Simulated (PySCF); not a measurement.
## Electronic structure of C6H5FS in real space

Input file:

```
{"job": {"kind": "uv", "xc": "CAM-B3LYP", "basis": "def2-SVPD", "dynamic": true, "nstates": 6, "ntriplets": 0}, "charge": 0, "multiplicity": 1}
F     -2.909220     0.630433     0.564371
C     -1.620081     0.302577     0.481506
C     -0.660473     1.305454     0.450339
C      0.685638     0.960400     0.363720
C      1.074622    -0.383189     0.309496
S      2.761587    -0.898546     0.197758
C      0.088464    -1.377980     0.342553
C     -1.257706    -1.037847     0.428084
H     -0.974286     2.349902     0.493629
H      1.437710     1.752227     0.337965
H      3.303451     0.335703     0.226521
H      0.375012    -2.431645     0.302041
H     -2.033846    -1.804892     0.454923
```

Command:

```sh
OMP_NUM_THREADS=1 python probes_run.py task.json out
```

Geometry: PBE0-D3(BJ)/def2-SVP.

All numbers below come from CAM-B3LYP/def2-SVPD, SCF density, gas phase (PySCF).

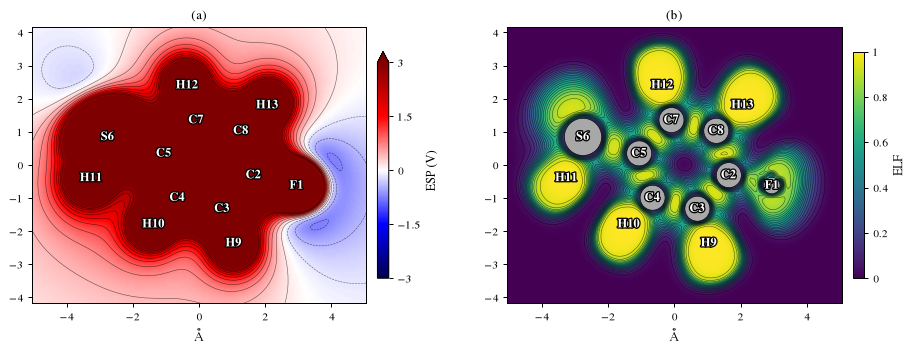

Figure 1. (a) electrostatic potential; (b) ELF on the molecular plane. Grey discs cover the atomic cores in the ELF map.

Q: Describe what can be read from this map.

A: Atoms in the plane: F, C, S and H. C–F (1.33 Å): the ELF peaks at about 0.85 between the atoms; a polar covalent bond. C–C (1.39 Å): the ELF peaks at about 0.95 between the atoms: a covalent bond. C–S (1.77 Å): the ELF peaks at about 0.95 between the atoms: localised, covalent bonding. C–H (1.09 Å): the ELF climbs to about 1 towards the hydrogen, as it does in any bond to H: an ordinary covalent bond to hydrogen. S–H (1.35 Å): the ELF climbs to about 1 towards the hydrogen. The ELF also peaks beside F1 and S6, away from the bonds: lone-pair regions. Outside the dense part of the molecule the potential is most negative (−0.7 V) near F1.

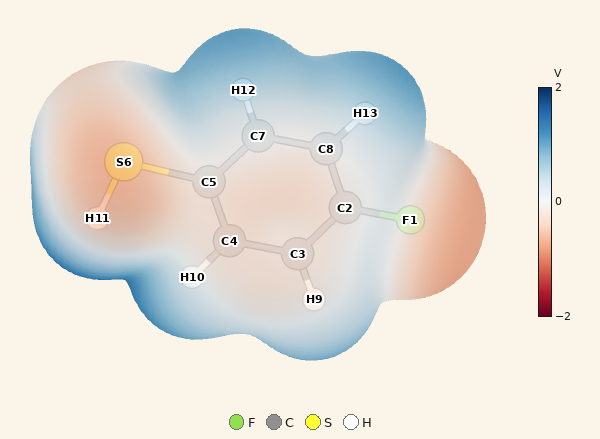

Figure 2. The molecular electrostatic potential painted on the density surface at 0.002 e/bohr³, seen at a tilt; red is negative and blue positive.

Q: Which sites attract a positive test charge, and which a negative one?

A: A positive charge is drawn to the negative regions and a negative charge to the positive ones. The most negative region (about −0.8 V) lies over F1 and S6, the most positive (about +1.6 V) over H11.

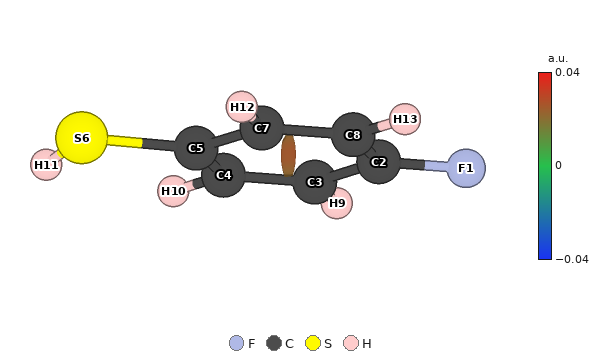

Figure 3. Non-covalent interaction (NCI) plot: the surface where the reduced density gradient is 0.4, for densities under 0.05 a.u., coloured by sign(λ₂)ρ; seen from one side.

Q: What holds or crowds the atoms apart from the covalent bonds?

A: Inside the ring or cage of C2, C3, C4, C5, C7 and C8: steric crowding (red).
